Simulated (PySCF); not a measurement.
# Run report: SiH4, geometry relaxation

SiH4, computed with PBE0-D3(BJ)/def2-SVP geometry optimisation, gas phase (PySCF 2.14.0).

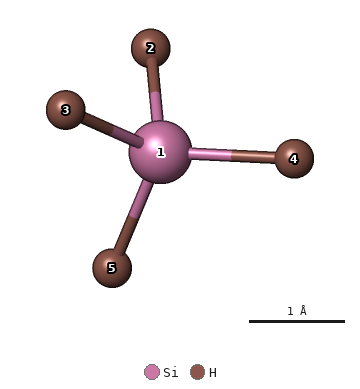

**Figure 1.** The input geometry (ball-and-stick view, seen at a tilt; atoms are numbered from 1 in the order of the input). Bond lengths as drawn: H–Si 1.47 to 1.53 Å.

Summary

- outcome: converged
- total energy: −291.654317 hartree
- dipole moment: 0.00 D
- point group: Td
- hardware: 1 CPU thread, shared host
- wall time: 1.4 s
- peak memory: 0.22 GiB

The input
```
{"job": {"xc": "PBE0", "basis": "def2-SVP", "d3": "d3bj", "grid": 1, "shake": 0.03, "kind": "geom"}, "charge": 0, "multiplicity": 1}
Si     0.064620    -0.075370     0.005460
H     -0.197230     1.189960    -0.822080
H     -0.777050     0.142300     1.229310
H      1.525940    -0.184700     0.253140
H     -0.524190    -1.176960    -0.762320
```

The first line tells a small driver script what to run in PySCF; the rest is the geometry in Å.

Launched with:
```bash
OMP_NUM_THREADS=1 python <driver script> task.json out
```

Log
```
step   0  E = -291.65149664  max force = 0.027731
step   1  E = -291.65408600  max force = 0.005328
step   2  E = -291.65431605  max force = 0.000498
step   3  E = -291.65431734  max force = 0.000097
optimisation converged
```

Trajectory as extended XYZ (Å, eV, eV/Å), 4 frames, from step=0 to step=3
```
5
Properties=species:S:1:pos:R:3:forces:R:3 step=0 energy=-7936.24146
Si    0.0646   -0.0754    0.0055   -0.6416   1.4260  -0.2813
H    -0.1972    1.1900   -0.8221    0.2694  -0.4954   0.2611
H    -0.7771    0.1423    1.2293    0.3208  -0.1997   0.0907
H     1.5259   -0.1847    0.2531    0.0116  -0.1777   0.1182
H    -0.5242   -1.1770   -0.7623    0.0398  -0.5531  -0.1888
5
Properties=species:S:1:pos:R:3:forces:R:3 step=1 energy=-7936.31192
Si    0.0355   -0.0337   -0.0125   -0.2740   0.1670  -0.1149
H    -0.1795    1.1975   -0.8324    0.0546  -0.0147  -0.0188
H    -0.7448    0.1274    1.2501    0.0895  -0.0501   0.0671
H     1.4898   -0.1922    0.2636    0.0329  -0.0687   0.0432
H    -0.5090   -1.2037   -0.7652    0.0970  -0.0335   0.0235
5
Properties=species:S:1:pos:R:3:forces:R:3 step=2 energy=-7936.31818
Si    0.0193   -0.0204   -0.0194   -0.0193  -0.0256   0.0007
H    -0.1748    1.2070   -0.8455   -0.0030   0.0091  -0.0083
H    -0.7304    0.1200    1.2639    0.0072   0.0057   0.0025
H     1.4727   -0.2018    0.2675    0.0056  -0.0025   0.0034
H    -0.4947   -1.2095   -0.7630    0.0095   0.0132   0.0016
5
Properties=species:S:1:pos:R:3:forces:R:3 step=3 energy=-7936.31821
Si    0.0186   -0.0207   -0.0194   -0.0023  -0.0050   0.0000
H    -0.1754    1.2070   -0.8463   -0.0011  -0.0006  -0.0003
H    -0.7291    0.1209    1.2649    0.0021   0.0032   0.0011
H     1.4723   -0.2027    0.2677    0.0000  -0.0003   0.0004
H    -0.4943   -1.2092   -0.7634    0.0013   0.0027  -0.0011
```

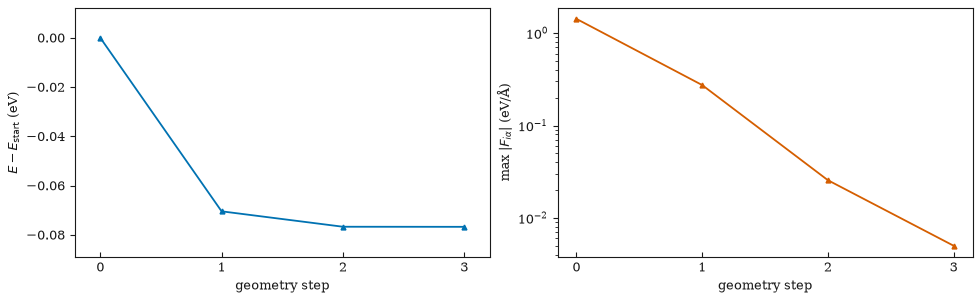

**Figure 2.** Progress of the relaxation, step by step (steps are counted from 0).

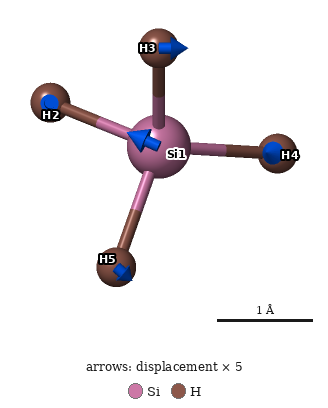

**Figure 3.** The starting structure with the displacements as blue arrows, magnified 5 times (ball-and-stick view, seen at a tilt). The two geometries are laid on each other by the best rigid fit. The energy falls by 0.077 eV in 3 geometry steps. The largest force component goes from 1.4 to 0.005 eV/Å. The largest move after the best rigid fit is that of Si1, 0.076 Å. By element the largest moves are Si 0.076 Å, H 0.062 Å. Distances before and after: Si1–H2 1.534 → 1.493 Å, Si1–H5 1.466 → 1.493 Å, Si1–H3 1.501 → 1.493 Å, Si1–H4 1.486 → 1.493 Å. Among the angles that change: H2–Si1–H3 103.0° → 109.5°, H4–Si1–H5 115.3° → 109.5°, H3–Si1–H4 115.2° → 109.5°. (Atoms are counted from 1 in the order of the input.)
